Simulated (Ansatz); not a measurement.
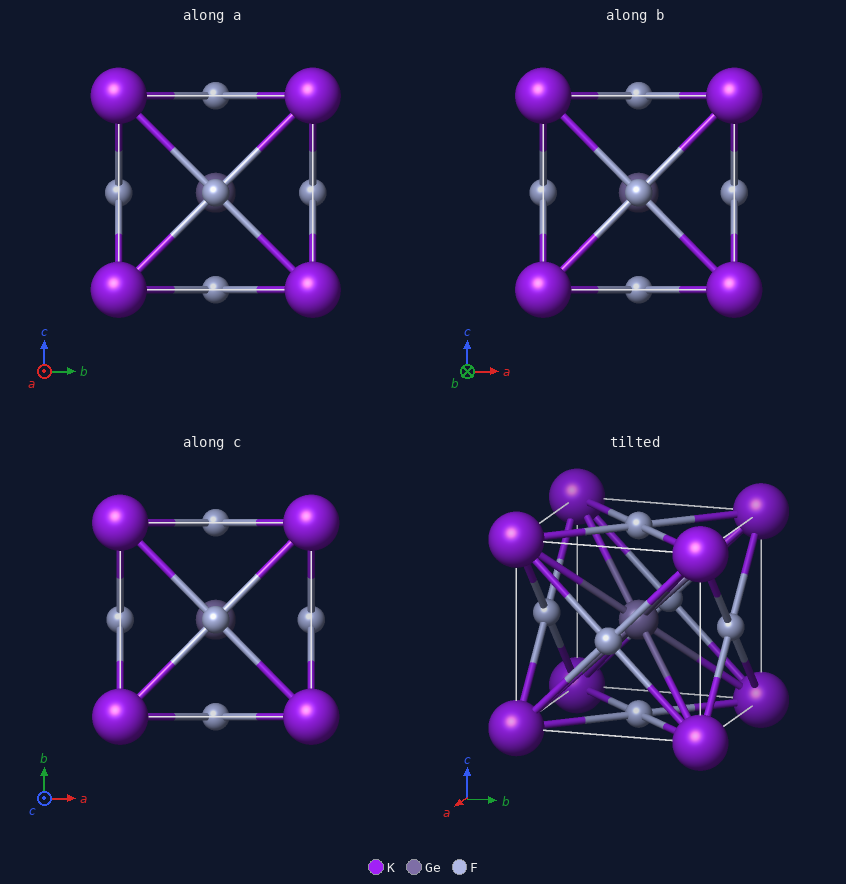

Crystal structure, ball-and-stick style, seen along the a axis, along the b axis, along the c axis and slightly off an axis. The unit cell is drawn as a box.

Lattice parameters: a = 4.3217 Å, b = 4.3875 Å, c = 4.3875 Å, α = 90.000°, β = 90.000°, γ = 90.000°.

> Record the structure as a CIF in P1 with every atom of the cell.

```cif
data_structure
_symmetry_space_group_name_H-M 'P 1'
_symmetry_Int_Tables_number 1
_cell_length_a 4.3217
_cell_length_b 4.3875
_cell_length_c 4.3875
_cell_angle_alpha 90.000
_cell_angle_beta 90.000
_cell_angle_gamma 90.000
_cell_volume 83.19
loop_
_atom_site_label
_atom_site_type_symbol
_atom_site_fract_x
_atom_site_fract_y
_atom_site_fract_z
_atom_site_occupancy
K1 K 0.0000 0.0000 0.0000 1
Ge1 Ge 0.5000 0.5000 0.5000 1
F1 F 0.5000 0.5000 0.0000 1
F2 F 0.5000 0.0000 0.5000 1
F3 F 0.0000 0.5000 0.5000 1
```

Starting structure: a structure type filled with these elements by a generator (whether the compound takes this form wasn't checked). The cell was then strained or its atoms displaced on purpose. It went into a calculation with Ansatz.
